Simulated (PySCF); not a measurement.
# C2H3Si (SMILES C#C[SiH2]): UB2PLYP/ccECP-cc-pVTZ (core potential)

What is the vertical doublet–quartet gap of C2H3Si at UB2PLYP/ccECP-cc-pVTZ (core potential)? The job is set up through a Python script.

Program for the calculation: PySCF 2.14.0.

### Step 1. The structure to begin with

The species is C2H3Si (6 atoms), meant as a doublet with charge 0. As SMILES, `C#C[SiH2]`. The coordinates come from a PBE0-D4/def2-TZVP relaxation.

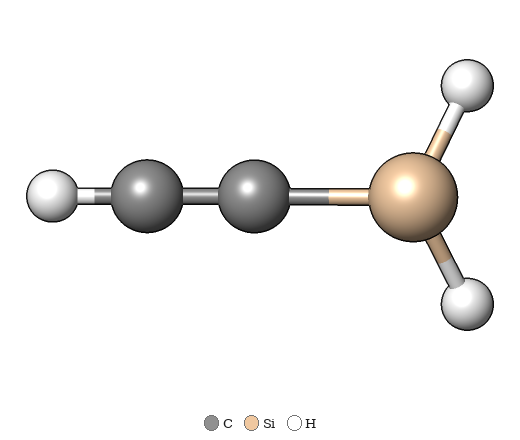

The structure, seen from a chosen angle (carbon grey, silicon light orange, hydrogen white).

### Step 2. A single-point energy at UB2PLYP/ccECP-cc-pVTZ (core potential)

File run.py:

```python
from pyscf import gto, dft, mp

molecule = gto.M(
    atom='''
C      1.926954    -2.460990     1.011003
C      0.710537    -0.669908     0.275333
Si    -0.839983     2.148430    -0.849432
H      2.977075    -4.052329     1.661825
H     -2.149752     1.690549    -3.285856
H     -2.545272     3.223117     1.099443
''',
    charge=0,
    spin=1,
    ecp={'C': 'ccecp', 'Si': 'ccecp', 'H': 'ccecp'},
    unit='bohr',
    verbose=3,
    basis='ccecp-cc-pvtz',
    max_memory=1860,
)

mf = dft.UKS(molecule)
mf.xc = '0.53*HF + 0.47*B88, 0.73*LYP'
mf.grids.level = 4
mf.conv_tol = 1e-10
mf.kernel()
if not mf.converged:
    mf = mf.newton().run(mf.mo_coeff, mf.mo_occ)

pt = mp.MP2(mf).run()
e_tot = mf.e_tot + 0.27 * pt.e_corr
print('PT2 part  %.8f' % (0.27 * pt.e_corr))
print('E(%s) = %.9f' % ('B2PLYP', e_tot))
```

Command:

```sh
$ OMP_NUM_THREADS=1 python run.py
```

The program printed:

```text
WARN: HOMO -0.177403023197193 >= LUMO -0.177403023197194

converged SCF energy = -16.7279205527576  <S^2> = 0.76723552  2S+1 = 2.0171619
E(UMP2) = -17.2263503334836  E_corr = -0.498429780726082
E(SCS-UMP2) = -17.2299512977392  E_corr = -0.502030744981658
PT2 part  -0.13457604
E(B2PLYP) = -16.862496594
```

Wall time 46 s (1 thread of Arm Neoverse V1, shared host); peak memory 0.74 GiB.

### Step 3. The quartet at the same level

File job.py:

```python
from pyscf import gto, dft, mp

system = gto.Mole()
system.atom = [
    ('C', (1.019700, -1.302300, 0.535000)),
    ('C', (0.376000, -0.354500, 0.145700)),
    ('Si', (-0.444500, 1.136900, -0.449500)),
    ('H', (1.575400, -2.144400, 0.879400)),
    ('H', (-1.137600, 0.894600, -1.738800)),
    ('H', (-1.346900, 1.705600, 0.581800)),
]
system.verbose = 3
system.max_memory = 1860
system.ecp = 'ccecp'
system.basis = 'ccecp-cc-pvtz'
system.spin = 3
system.build()

mf = dft.UKS(system)
mf.xc = '0.53*HF + 0.47*B88, 0.73*LYP'
mf.grids.level = 4
mf.conv_tol = 1e-10
mf.kernel()
if not mf.converged:
    mf = mf.newton().run(mf.mo_coeff, mf.mo_occ)

pt = mp.MP2(mf).run()
e_tot = mf.e_tot + 0.27 * pt.e_corr
print('PT2 part  %.8f' % (0.27 * pt.e_corr))
print('Final energy', e_tot)
```

Command:

```sh
$ OMP_NUM_THREADS=1 python job.py
```

The program printed:

```text
WARN: HOMO -0.0531455179028191 >= LUMO -0.366431373985997

WARN: HOMO -0.0627813794480792 >= LUMO -0.0751682755313572

WARN: HOMO -0.14177690133241 >= LUMO -0.161449254885595

converged SCF energy = -16.5511369355537  <S^2> = 3.7726458  2S+1 = 4.0113069
E(UMP2) = -16.979199810389  E_corr = -0.428062874835212
E(SCS-UMP2) = -16.983877409956  E_corr = -0.432740474402227
PT2 part  -0.11557698
Final energy -16.666713911759256
```

It took 55 s on 1 thread of Arm Neoverse V1, shared host; peak memory 0.74 GiB.

### Step 4. Results

At UB2PLYP/ccECP-cc-pVTZ (core potential):

| quantity | value |
| --- | --- |
| doublet: total energy | -16.86250 Eh |
| doublet: dipole moment (SCF part) | 0.51 D |
| doublet: HOMO energy (SCF part's orbitals) (highest over α and β) | -7.09 eV |
| doublet: LUMO energy (SCF part's orbitals) (lowest over α and β) | -1.30 eV |
| doublet: ⟨S²⟩ | 0.767 |
| quartet: total energy | -16.66671 Eh |
| quartet: dipole moment (SCF part) | 1.00 D |
| quartet: HOMO energy (SCF part's orbitals) (highest over α and β) | -4.41 eV |
| quartet: LUMO energy (SCF part's orbitals) (lowest over α and β) | -3.05 eV |
| quartet: ⟨S²⟩ | 3.773 |
| vertical energy of the quartet above the doublet | 5.328 eV |

In words: At this shape the quartet lies 5.33 eV (123 kcal/mol) above the doublet. Mulliken charges (quartet) run from -0.50 on C2 to +0.33 on H4; they depend strongly on the basis.
